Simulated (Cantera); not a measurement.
Charge: 1 mol CaCO3, 0.19 mol H2O, held at 0.0310 bar.

Method: chemical equilibrium by Gibbs-energy minimisation in Cantera with the NASA 1993 tables (ideal gas, pure condensed phases). Candidate condensed phases: C, C6H6, C7H8, C8H18, Ca, CaCO3, CaO, Ca(OH)2, H2O; 115 gas species. Kinetics and transport are ignored.

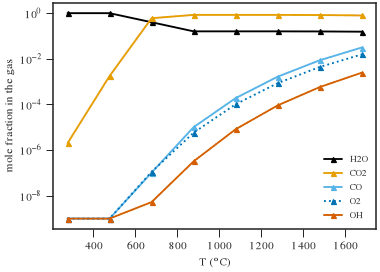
Fig. 1. Equilibrium gas composition (values under 1e-9 drawn at 1e-9)

Question: Read off the mole fractions at 1477 °C.

Answer: CO2 about 0.83, H2O about 0.16, CO about 0.0086, O2 about 0.0044, OH about 0.00058.
